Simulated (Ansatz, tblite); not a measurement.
# MoSF4: charged states by level of theory

What does removing or adding an electron cost or gain for MoSF4? Each charged state is run at several levels.

Program: Ansatz 0.2.0, Gaussian basis. Level of theory: as each input shows. These are calculated values, not measurements.

The runs, in order: charge +1 doublet, at the geometry of the singlet (PBE0-D4/def2-TZVP, PBE-D4/def2-TZVP, ωB97M-V/def2-TZVP); charge -1 doublet, at the geometry of the singlet (PBE0-D4/def2-TZVPD, PBE-D4/def2-TZVPD, ωB97M-V/def2-TZVPD); the starting singlet's energies come from earlier runs.

3 further runs of the same task are left out: 3 set aside as unsound or not needed.

### 1 The relaxed structure

The singlet was relaxed beforehand with r2SCAN-D4/def2-SVP.

6 atoms, charge 0, spin multiplicity 1.

Atoms are counted from 1 here; the program's logs count them from 0.

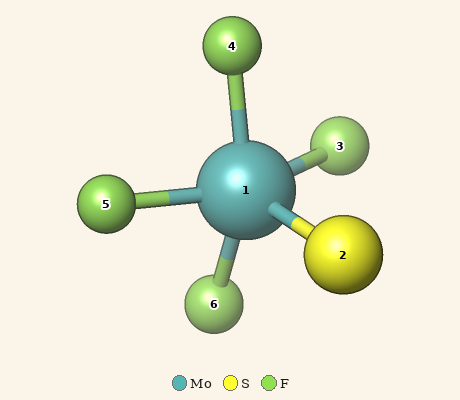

The geometry (molybdenum teal, sulfur yellow, fluorine green); atoms are numbered from 1 in the order of the file.

Formally the metal is d0. Mo takes a core potential in the def2 sets. No spin-orbit coupling is included.

### 2 Charge +1 doublet at the fixed geometry, PBE0-D4/def2-TZVP

File in.yaml:

```yaml
crystal:
  periodic: [false, false, false]
  atoms:
    - {symbol: Mo, position_ang: [-0.000050, 0.000128, -0.021533]}
    - {symbol: S, position_ang: [0.003879, -0.007764, 2.063452]}
    - {symbol: F, position_ang: [1.775229, 0.013421, -0.513518]}
    - {symbol: F, position_ang: [-0.012456, 1.777934, -0.504234]}
    - {symbol: F, position_ang: [-1.777139, -0.009595, -0.507034]}
    - {symbol: F, position_ang: [0.010537, -1.774135, -0.517123]}
basis:
  gaussian: {orbitals: def2-TZVP}
total_charge: 1
magnetization: {spin_polarized: true, initial_magnetization: 1}
hamiltonian: {xc: pbe0, dispersion: d4}
scf: {omitted_lower_state_checks: [starts]}
output: {orbitals: {seedname: orbitals}}
```

Launch:

```sh
$ ansatz run in.yaml --threads 2 --pin off --events-out ev --progress --plain --max-ram 22528MiB --backend cpu
```

The program printed:

```text
Functional definition: PBE0
  name "PBE0"
  cite "Adamo & Barone, J. Chem. Phys. 110, 6158 (1999) doi:10.1063/1.478522"
  cite "Perdew, Burke & Ernzerhof, Phys. Rev. Lett. 77, 3865 (1996) doi:10.1103/PhysRevLett.77.3865"
  parent pbe
  parameter a = 0.25
  parameter kappa = 0.804
  parameter beta = 0.06672455060314922
  exchange = (1 - a)*pbe_x(kappa = kappa, mu = beta*pi^2/3) + a*exact_x
  correlation = pbe_c(beta = beta)
these checks for a lower state are left out or cut short: starts
1273 factors; their error is unknown
mean field evaluation 1: about -23524.5696 eV, gradient 7.5e1 eV
mean field evaluation 2: about -23285.5075 eV, gradient 2.6e2 eV
mean field evaluation 4: about -23537.0984 eV, gradient 3.7e1 eV
mean field evaluation 8: about -23543.2746 eV, gradient 3.1e-1 eV
mean field evaluation 16: about -23543.4145 eV, gradient 6.3e-3 eV
mean field evaluation 32: about -23543.4229 eV, gradient 1.4e-2 eV
mean field -23543.42285320 eV, -865.2048315500 hartree, gradient 7.9e-6 eV, S^2 0.757858; 0 other end points of the search recorded, 0 dependent functions left out
reference -23543.42288857 eV, -865.2048328496 hartree; 33, 32 occupied and 168, 169 virtual orbitals, 1273 factors
Total energy: -23543.55269956 eV, -865.2096033158 hartree
Checks for a lower state left out: starts
```

Wall time 25 s (2 threads of AMD EPYC 7R13, shared host); peak memory 1.1 GiB.

HOMO -16.30 eV, LUMO -13.90 eV (over both spins); ⟨S²⟩ 0.758 (pure: 0.75).

### 3 Charge +1 doublet at the fixed geometry, PBE-D4/def2-TZVP

start.molden holds the orbitals of an earlier run on this state, given as this run's starting guess.

Edit in.yaml of step 2 so:

```diff
@@ -10,6 +10,6 @@
 basis:
-  gaussian: {orbitals: def2-TZVP}
+  gaussian: {orbitals: def2-TZVP, initial_orbitals: start.molden}
 total_charge: 1
 magnetization: {spin_polarized: true, initial_magnetization: 1}
-hamiltonian: {xc: pbe0, dispersion: d4}
+hamiltonian: {xc: pbe, dispersion: d4}
 scf: {omitted_lower_state_checks: [starts]}
```

Launched as before.

The program printed:

```text
Functional definition: PBE
  name "PBE"
  cite "Perdew, Burke & Ernzerhof, Phys. Rev. Lett. 77, 3865 (1996) doi:10.1103/PhysRevLett.77.3865"
  parent pbe
  parameter kappa = 0.804
  parameter beta = 0.06672455060314922
  exchange = pbe_x(kappa = kappa, mu = beta*pi^2/3)
  correlation = pbe_c(beta = beta)
these checks for a lower state are left out or cut short: starts
1193 factors; their error is unknown
mean field evaluation 1: about -23545.2180 eV, gradient 9.9e0 eV
mean field evaluation 2: about -23545.4896 eV, gradient 3.2e-1 eV
mean field evaluation 4: about -23545.4838 eV, gradient 8.1e-2 eV
mean field evaluation 8: about -23545.4839 eV, gradient 2.2e-5 eV
mean field -23545.48385141 eV, -865.2805718373 hartree, gradient 2.6e-6 eV, S^2 0.755119; 0 other end points of the search recorded, 0 dependent functions left out
reference -23545.48390150 eV, -865.2805736781 hartree; 33, 32 occupied and 168, 169 virtual orbitals, 1193 factors
Total energy: -23545.63746143 eV, -865.2862169013 hartree
Checks for a lower state left out: starts
```

It took 11 s on 2 threads of AMD EPYC 7R13, shared host; peak memory 0.56 GiB.

HOMO -14.82 eV, LUMO -14.56 eV (over both spins); ⟨S²⟩ 0.755 (pure: 0.75).

### 4 Charge +1 doublet at the fixed geometry, ωB97M-V/def2-TZVP

Edit in.yaml of step 3 so:

```diff
@@ -13,3 +13,3 @@
 magnetization: {spin_polarized: true, initial_magnetization: 1}
-hamiltonian: {xc: pbe, dispersion: d4}
+hamiltonian: {xc: {name: wB97M-V}}
 scf: {omitted_lower_state_checks: [starts]}
```

Launched as before.

The program printed, shortened:

```text
Functional definition: wB97M-V
  name "wB97M-V"
  cite "Mardirossian & Head-Gordon, J. Chem. Phys. 144, 214110 (2016) doi:10.1063/1.4952647"
  cite "Becke, J. Chem. Phys. 107, 8554 (1997) doi:10.1063/1.475007"
  cite "Vydrov & Van Voorhis, J. Chem. Phys. 133, 244103 (2010) doi:10.1063/1.3521275"
  # Of w^i u^j: cxij and so on, Table III.
[...]
  gx(w, u) = 1 - cx + cx01*u + cx10*w
  gss(w, u) = css00 + css04*u^4 + css10*w + css20*w^2 + css43*w^4*u^3
  gos(w, u) = cos00 + cos10*w + (cos20 + cos21*u)*w^2 + (cos60 + cos61*u)*w^6
[...]
      + integral(e_c_pw_mod_opposite_spin*gos(b97_w_opposite, b97_u_opposite)) + vv10(b, c)
[...]
1223 factors; their error is unknown
236 factors; integrals over basis functions are off by at most 7.7e-6 eV
[...]
mean field -23551.91559415 eV, -865.5169340232 hartree, gradient 3.7e-6 eV, S^2 0.756102; 0 other end points of the search recorded, 0 dependent functions left out
reference -23551.91565714 eV, -865.5169363382 hartree; 33, 32 occupied and 168, 169 virtual orbitals, 1223 factors
Total energy: -23551.91565714 eV, -865.5169363382 hartree
Checks for a lower state left out: starts
```

Wall time 66 s (2 threads of AMD EPYC 7R13, shared host); peak memory 1.4 GiB.

Report: HOMO -18.46 eV, LUMO -11.87 eV (over both spins); ⟨S²⟩ 0.756 (pure: 0.75).

### 5 Vertical ionisation energy

Charged state less starting state, singlet to doublet; the starting state's energies are those of its earlier runs.

```
            level  vertical ionisation energy (eV)  time
 PBE-D4/def2-TZVP                           +11.47  14 s
PBE0-D4/def2-TZVP                           +11.83  29 s
ωB97M-V/def2-TZVP                           +11.88  80 s
```

Times add the two runs; a level without a time comes out of a correlated run.

Beside −ε(HOMO) of the starting state:

```
            level  −ε(HOMO) (eV)  by difference (eV)  mismatch (eV)
 PBE-D4/def2-TZVP           8.30               11.47          -3.17
PBE0-D4/def2-TZVP           9.72               11.83          -2.11
ωB97M-V/def2-TZVP          11.84               11.88          -0.03
```

### 6 Charge -1 doublet at the fixed geometry, PBE0-D4/def2-TZVPD

Edit in.yaml of step 4 so:

```diff
@@ -10,6 +10,6 @@
 basis:
-  gaussian: {orbitals: def2-TZVP, initial_orbitals: start.molden}
-total_charge: 1
+  gaussian: {orbitals: def2-TZVPD}
+total_charge: -1
 magnetization: {spin_polarized: true, initial_magnetization: 1}
-hamiltonian: {xc: {name: wB97M-V}}
+hamiltonian: {xc: pbe0, dispersion: d4}
 scf: {omitted_lower_state_checks: [starts]}
```

Launched as before.

The program printed, shortened:

```text
Functional definition: PBE0
  name "PBE0"
  cite "Adamo & Barone, J. Chem. Phys. 110, 6158 (1999) doi:10.1063/1.478522"
  cite "Perdew, Burke & Ernzerhof, Phys. Rev. Lett. 77, 3865 (1996) doi:10.1103/PhysRevLett.77.3865"
  parent pbe
[...]
1481 factors; their error is unknown
[...]
mean field -23558.21852240 eV, -865.7485623640 hartree, gradient 2.9e-5 eV, S^2 0.759026; 0 other end points of the search recorded, 0 dependent functions left out
reference -23558.21857212 eV, -865.7485641914 hartree; 34, 33 occupied and 212, 213 virtual orbitals, 1481 factors
Total energy: -23558.37611404 eV, -865.7543537501 hartree
Checks for a lower state left out: starts
```

It took 23 s on 2 threads of AMD EPYC 7R13, shared host; peak memory 1 GiB.

From the report: HOMO -0.94 eV, LUMO 2.30 eV (over both spins); ⟨S²⟩ 0.759 (pure: 0.75).

### 7 Charge -1 doublet at the fixed geometry, PBE-D4/def2-TZVPD

Edit in.yaml of step 6 so:

```diff
@@ -10,6 +10,6 @@
 basis:
-  gaussian: {orbitals: def2-TZVPD}
+  gaussian: {orbitals: def2-TZVPD, initial_orbitals: start.molden}
 total_charge: -1
 magnetization: {spin_polarized: true, initial_magnetization: 1}
-hamiltonian: {xc: pbe0, dispersion: d4}
+hamiltonian: {xc: pbe, dispersion: d4}
 scf: {omitted_lower_state_checks: [starts]}
```

Launched as before.

The program printed:

```text
Functional definition: PBE
  name "PBE"
  cite "Perdew, Burke & Ernzerhof, Phys. Rev. Lett. 77, 3865 (1996) doi:10.1103/PhysRevLett.77.3865"
  parent pbe
  parameter kappa = 0.804
  parameter beta = 0.06672455060314922
  exchange = pbe_x(kappa = kappa, mu = beta*pi^2/3)
  correlation = pbe_c(beta = beta)
these checks for a lower state are left out or cut short: starts
1389 factors; their error is unknown
mean field evaluation 1: about -23558.9879 eV, gradient 9.7e0 eV
mean field evaluation 2: about -23559.2253 eV, gradient 2.8e-1 eV
mean field evaluation 4: about -23559.2204 eV, gradient 7.5e-2 eV
mean field evaluation 8: about -23559.2204 eV, gradient 2.2e-5 eV
mean field -23559.22043589 eV, -865.7853820057 hartree, gradient 2.2e-5 eV, S^2 0.755411; 0 other end points of the search recorded, 0 dependent functions left out
reference -23559.22049749 eV, -865.7853842697 hartree; 34, 33 occupied and 212, 213 virtual orbitals, 1389 factors
Total energy: -23559.40667397 eV, -865.7922261291 hartree
Checks for a lower state left out: starts
```

It took 7 s on 2 threads of AMD EPYC 7R13, shared host.

Report: HOMO 1.10 eV, LUMO 1.64 eV (over both spins); ⟨S²⟩ 0.755 (pure: 0.75). Doubts: highest occupied level lies above zero.

### 8 Charge -1 doublet at the fixed geometry, ωB97M-V/def2-TZVPD

Edit in.yaml of step 7 so:

```diff
@@ -13,3 +13,3 @@
 magnetization: {spin_polarized: true, initial_magnetization: 1}
-hamiltonian: {xc: pbe, dispersion: d4}
+hamiltonian: {xc: {name: wB97M-V}}
 scf: {omitted_lower_state_checks: [starts]}
```

Launched as before.

The program printed, shortened:

```text
Functional definition: wB97M-V
  name "wB97M-V"
  cite "Mardirossian & Head-Gordon, J. Chem. Phys. 144, 214110 (2016) doi:10.1063/1.4952647"
  cite "Becke, J. Chem. Phys. 107, 8554 (1997) doi:10.1063/1.475007"
  cite "Vydrov & Van Voorhis, J. Chem. Phys. 133, 244103 (2010) doi:10.1063/1.3521275"
  # Of w^i u^j: cxij and so on, Table III.
[...]
  gx(w, u) = 1 - cx + cx01*u + cx10*w
  gss(w, u) = css00 + css04*u^4 + css10*w + css20*w^2 + css43*w^4*u^3
  gos(w, u) = cos00 + cos10*w + (cos20 + cos21*u)*w^2 + (cos60 + cos61*u)*w^6
[...]
      + integral(e_c_pw_mod_opposite_spin*gos(b97_w_opposite, b97_u_opposite)) + vv10(b, c)
[...]
1419 factors; their error is unknown
350 factors; integrals over basis functions are off by at most 2.8e-5 eV
[...]
mean field -23566.96302286 eV, -866.0699168287 hartree, gradient 3.1e-5 eV, S^2 0.758154; 0 other end points of the search recorded, 0 dependent functions left out
reference -23566.96309679 eV, -866.0699195456 hartree; 34, 33 occupied and 212, 213 virtual orbitals, 1419 factors
Total energy: -23566.96309679 eV, -866.0699195456 hartree
Checks for a lower state left out: starts
```

It took 80 s on 2 threads of AMD EPYC 7R13, shared host; peak memory 1.9 GiB.

HOMO -3.53 eV, LUMO 3.62 eV (over both spins); ⟨S²⟩ 0.758 (pure: 0.75).

### 9 Vertical electron affinity

Starting state less charged state (positive: the electron is bound), singlet to doublet; the starting state's energies are those of its earlier runs.

```
             level  vertical electron affinity (eV)  time
 PBE-D4/def2-TZVPD                            +2.15  11 s
PBE0-D4/def2-TZVPD                            +2.83  30 s
ωB97M-V/def2-TZVPD                            +2.98  96 s
```

Times add the two runs; a level without a time comes out of a correlated run.

Beside −ε(LUMO) of the starting state:

```
             level  −ε(LUMO) (eV)  by difference (eV)  mismatch (eV)
 PBE-D4/def2-TZVPD           5.33                2.15          +3.19
PBE0-D4/def2-TZVPD           4.63                2.83          +1.81
ωB97M-V/def2-TZVPD           2.37                2.98          -0.61
```

### 10 Outcome

```
                                             quantity                                 value
 vertical ionisation energy, functionals in def2-TZVP  11.47 (PBE-D4) to 11.88 eV (ωB97M-V)
vertical electron affinity, functionals in def2-TZVPD    2.15 (PBE-D4) to 2.98 eV (ωB97M-V)
```

What this shows: The vertical ionisation energy spans 11.47 to 11.88 eV over the functionals. −ε(HOMO) misses the level's own difference by -0.03 eV at best (ωB97M-V) and -3.17 eV at worst (PBE-D4). The vertical electron affinity spans 2.15 to 2.98 eV over the functionals. The anion's highest level lies above zero where self-interaction lifts it, so diffuse functions weigh on these values. −ε(LUMO) misses the level's own difference by -0.61 eV at best (ωB97M-V) and +3.19 eV at worst (PBE-D4). The charged states' spins were chosen beforehand and needn't be their lowest.
